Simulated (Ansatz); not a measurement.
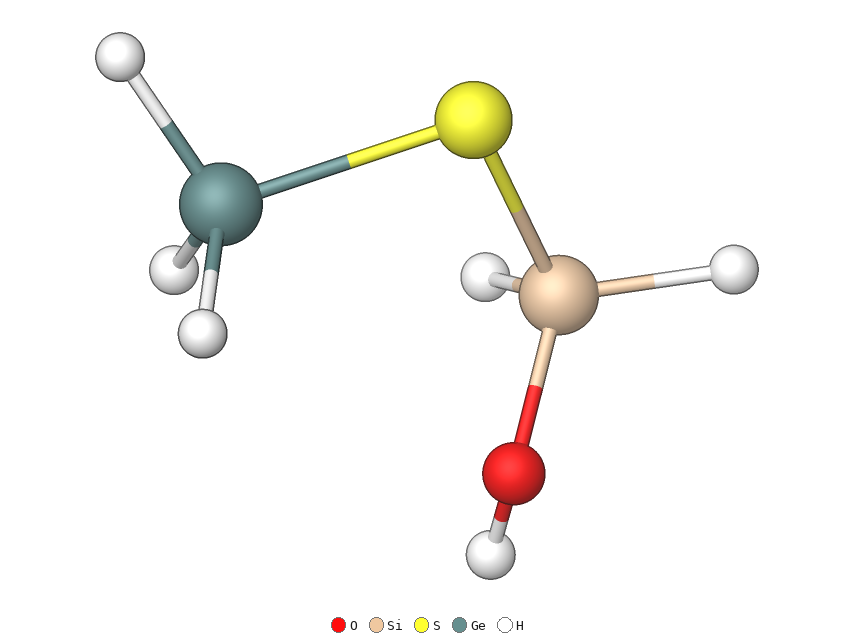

Computed geometry: PBE0-D4/def2-TZVP optimisation. No frequency run is at hand to confirm it as a minimum.

Give the structural formula.

SMILES: O[SiH2][S][GeH3]

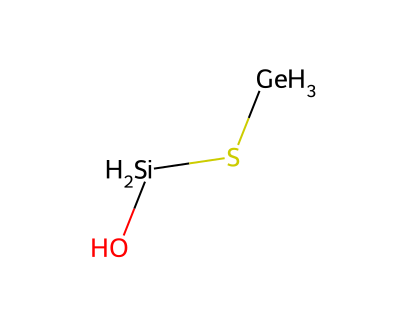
